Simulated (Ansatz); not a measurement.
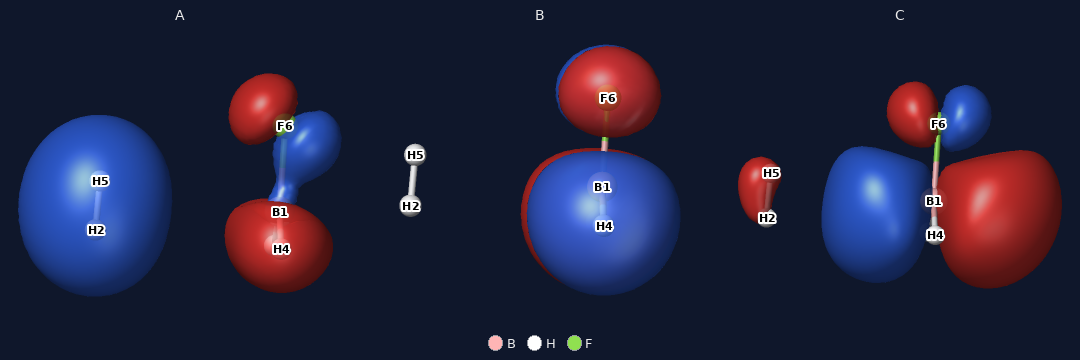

*BFH$_{2}$···H$_{2}$. Three frontier orbitals at ±0.1 Å⁻³ᐟ² (red and blue are the two phases), in no order.*

Method: RKS PBE0/cc-pVDZ (Ansatz 0.2.0).

```yaml
atoms:
  - { symbol: B, position_ang: [-0.6463, -0.5230, -0.4409] }
  - { symbol: H, position_ang: [1.0891, 1.4621, 0.7207] }
  - { symbol: H, position_ang: [-0.2791, -0.0992, -1.5106] }
  - { symbol: H, position_ang: [-1.5207, -0.0358, 0.2350] }
  - { symbol: H, position_ang: [1.4118, 0.8200, 0.9760] }
  - { symbol: F, position_ang: [-0.0548, -1.6240, 0.0199] }
```

Order the three orbitals by energy and name them.

Answer. A is the HOMO−1 (−11.95 eV). Its weight (Hirshfeld) is mainly on H2 (about 35 %), H5 (about 35 %), B1 (about 10 %) and F6 (about 10 %). B is the HOMO (−9.15 eV). It lies mainly on B1 (about 30 %), F6 (about 25 %), H4 (about 25 %) and H3 (about 25 %). C is the LUMO (−0.86 eV). Its weight (Hirshfeld) is mainly on B1 (about 65 %), F6 (about 15 %), H4 (about 10 %) and H3 (about 10 %).

What is the HOMO–LUMO gap?

Answer. 8.29 eV between the orbital energies.
